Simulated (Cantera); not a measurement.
A closed system holds: 1 mol FeS₂, 0.3 mol H₂S, 2.5 mol CO₂, at 13300 Pa.

Equilibrium computed with Cantera from the NASA thermochemical tables; the gas is ideal and each condensed phase is pure. Candidate condensed phases: C, C₆H₆, C₇H₈, C₈H₁₈, Fe, Fe(CO)₅, FeO, Fe(OH)₂, Fe(OH)₃, FeS, FeSO₄, FeS₂, Fe₂O₃, Fe₂(SO₄)₃, Fe₃O₄, H₂O, H₂SO₄, S; 127 gas species. FeS: taken at fixed stoichiometry. Gases not in the tables: S₃ to S₇. Equilibrium is a limit: real reactors are often held back by kinetics, nucleation or transport.

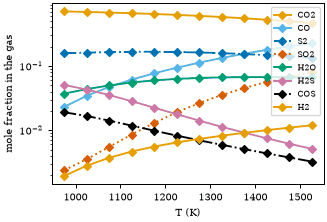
Equilibrium gas composition (values under 1e-9 drawn at 1e-9)

From 975 K to 1425 K the condensed part is FeS(s). From 1475 K to 1525 K the condensed part is FeS(l).
